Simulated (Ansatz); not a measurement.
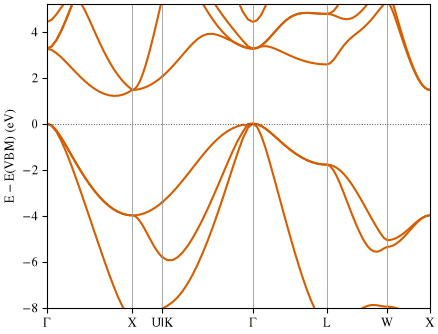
Figure: Band structure from plane-wave PAW PBE (Ansatz code)

Problem. Read off the gap and where the band edges lie.

Solution. About 1.2 eV (1.20 eV by a search for the band edges); maximum at Γ, minimum on the Γ–X line, 80 % of the way from Γ.

The material is BAs (zinc blende, F-43m).

Symmetry was held in the PBE relaxation. Scalar-relativistic: spin–orbit coupling is off unless named, which matters more the heavier the elements.

Potentials: the later of the program's two PAW sets.
